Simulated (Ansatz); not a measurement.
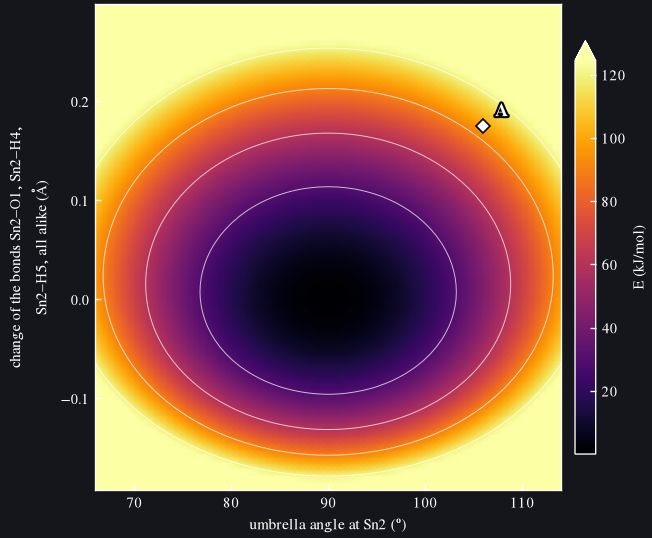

H3OSn, SMILES [OH][SnH2+], charge +1. First axis: umbrella angle at Sn2 (between each of its bonds and their common axis; 90 is planar). Second axis: change of the bonds Sn2–O1, Sn2–H4, Sn2–H5, all alike. Nothing is relaxed (all other coordinates rigid). The grid has 13 × 13 points; 91 points were computed and 78 follow by symmetry. Points are written as (first, second). Energies are in kJ/mol, from the relaxed molecule at the same level. These are results of RKS r2SCAN-D4/def2-TZVP in Ansatz, not measurements.

In the figure: a smooth colour map with a few white contour lines, one colour for all values above the top of the scale, the point A. Between grid points the surface is interpolated.

### Is A at rest? If not, where is it pushed?

A, at (106°, 0.175 Å), is not a stationary point. The computed force is 4.2 kJ/mol for each degree towards smaller values of the first coordinate and 590 kJ/mol for each Å towards smaller values of the second coordinate.
